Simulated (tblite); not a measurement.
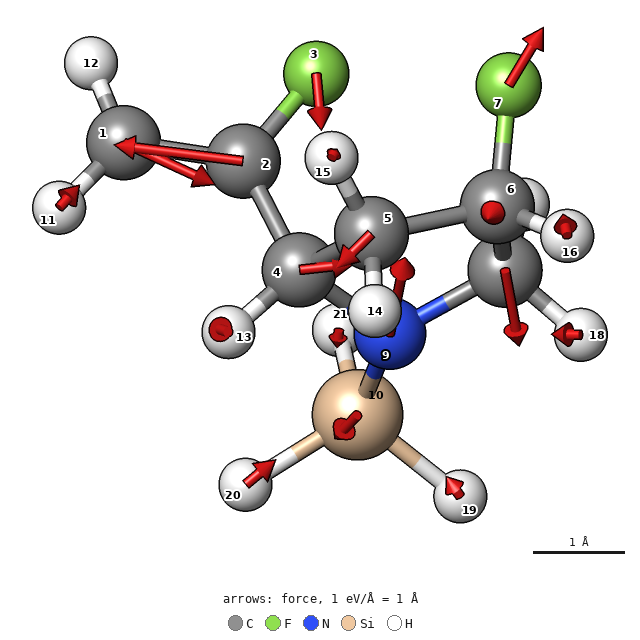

Starting geometry of C₆H₁₁F₂NSi with the computed forces as red arrows. A ball-and-stick model, seen from a free direction.

Theory: GFN2-xTB geometry optimisation, gas phase in tblite 0.8.0. 

**What follows when this structure is relaxed?**

It isn't relaxed: the largest force vector, on a C atom, is 1.45 eV/Å. The final displacements have little in common with the starting forces (cosine between the two patterns 0.02). After 141 geometry steps the energy has fallen by 0.234 eV. The largest move after the best rigid fit is that of an F atom, 1.37 Å. Largest moves by element: F 1.37 Å, H 1.12 Å, C 0.43 Å, Si 0.23 Å, N 0.16 Å. Some distances before and after: C–N 1.469 → 1.440 Å, C–C 1.344 → 1.319 Å, H–Si 1.487 → 1.463 Å, C–F 1.359 → 1.374 Å. Bond angles that change, for instance: N–Si–H 108.6° → 115.4°, F–C–C 119.3° → 112.9°, C–C–H 113.0° → 108.1°. Groups turn about C–C by about 55°, C–C by about 45°, C–C by about 40°.
